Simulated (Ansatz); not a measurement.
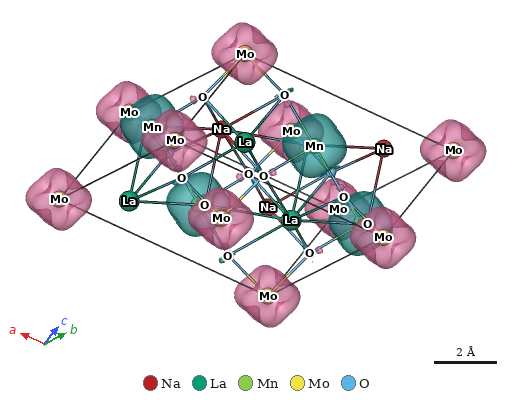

*NaLaMnMoO₆. Isosurfaces of the spin density at +0.06 (teal) and −0.06 e/Å³ (pink), seen at an oblique angle. Sticks mark near contacts.*

Space group Cm; a generated structure, not necessarily the stable one; the program warned that a starting moment wasn't kept; spin-polarised.

Method: Kohn-Sham DFT of a periodic cell, PBE, Ansatz PAW (Ansatz 0.2.0).

The density is the valence pseudo-density of a PAW calculation; it isn't the true density close to the nuclei.

Which atoms carry the moments, and with what signs?

Answer. The spin density sits on Mn: +2.2 μB (×2) in one cell of 20 atoms, with smaller moments on other sites: Mo (up to −0.37 μB): parallel moments on the main sites in this solution. The cell of the calculation (10 atoms) carries 1.9 μB of net spin moment.
